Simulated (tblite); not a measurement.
# Al14H15N15: the cost of one run

Programs: tblite 0.8.0 and PySCF 2.14.0, with routines of our own; each step states its level. All values are computed. Atoms count from 0.

### Step 1. The system as given

44 atoms, charge 0, multiplicity 1; geometry from: force field, distance geometry or constructed start.

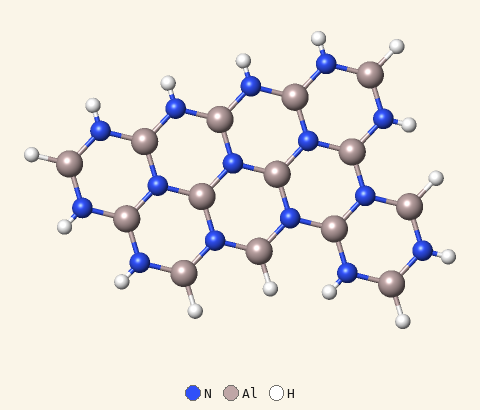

The starting geometry (nitrogen blue, aluminium light grey, hydrogen white); sticks join atoms by distance alone.

### Step 2. Geometry optimisation with GFN2-xTB

What the job is given:

```
{"job": {"kind": "relax", "xc": "GFN2-xTB", "basis": "xTB"}, "charge": 0, "multiplicity": 1}
N      5.151800    -1.559800    -0.001600
Al     3.584900    -0.655400    -0.006900
N      2.034500    -1.560300     0.001000
Al     2.028600    -3.353600    -0.006200
N      3.587100    -4.259200     0.003400
Al     5.143600    -3.358500    -0.002600
N      2.029400     3.843700    -0.003300
Al     0.473800     4.744700     0.001500
N     -1.085700     3.839900    -0.000400
Al    -1.091200     2.041200     0.001600
N      0.468300     1.140800    -0.002100
Al     2.026800     2.040000    -0.000000
N      0.467000     6.542700     0.005000
Al    -1.086200     7.441400    -0.002700
N     -2.649500     6.547100     0.000200
Al    -2.649200     4.742600     0.006300
N      3.588500     1.143900     0.000900
Al     0.469300    -0.661400    -0.001000
N     -1.089000    -1.556200     0.002500
Al    -1.085600    -3.357100     0.002700
N      0.468100    -4.254200     0.001500
N     -4.207000     3.843500    -0.000200
Al    -4.202700     2.046600     0.006600
N     -2.651500     1.137700    -0.001500
N     -2.646800    -4.255400     0.000900
Al    -2.653400    -6.058900     0.002500
N     -1.087700    -6.955700    -0.000700
Al     0.469800    -6.057400     0.001200
Al    -2.646700    -0.657600    -0.002000
H      6.048700    -1.037600     0.003400
H      3.591700    -5.297400    -0.001100
H      6.478700    -4.126700     0.000200
H      2.928900     4.362100    -0.001900
H      1.373200     7.060700     0.003700
H     -1.087200     8.983800    -0.003300
H     -3.547400     7.064200    -0.002900
H      4.488000     1.662100    -0.004100
H     -5.105900     4.364500    -0.002600
H     -5.538700     1.268100    -0.000100
H     -3.552700    -3.734600     0.001200
H     -3.981100    -6.830300     0.003800
H     -1.082500    -8.003600     0.003700
H      1.809000    -6.827000    -0.003600
H     -3.978400    -1.428500    -0.001800
```

Run with:

```bash
$ OMP_NUM_THREADS=4 python large_run.py task.json out
```

One launch serves the whole session: the jobs run in the order shown.

Q: Estimate the wall time and peak memory of this first job on 4 threads of Arm Neoverse V2, shared host.

About 2.7 s, with a peak of 0.16 GiB.
